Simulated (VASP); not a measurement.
Band structure of TaS$_{2}$ (space group P-3m1). All values below come from PBE GGA, VASP's PBE PAW potentials (set 64) (plane waves; VASP 6.6.1).

Unless said otherwise, spin-orbit coupling is left out, though it shifts the bands of the heavy elements here.

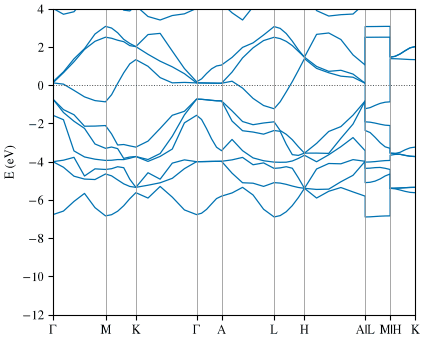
*Bands along high-symmetry lines, zero at the valence-band maximum or, without a gap, the Fermi level*

Problem. Read the plot: is there a gap, and where are the band edges?

Solution. It has no gap at this level: it comes out as a metal or semimetal.

The structure comes from a computed database's TaS2 entry; how it stands against other phases isn't given here. The cell was not relaxed at this level. The electron count is odd and the run is not spin-polarised, which forces a metal.
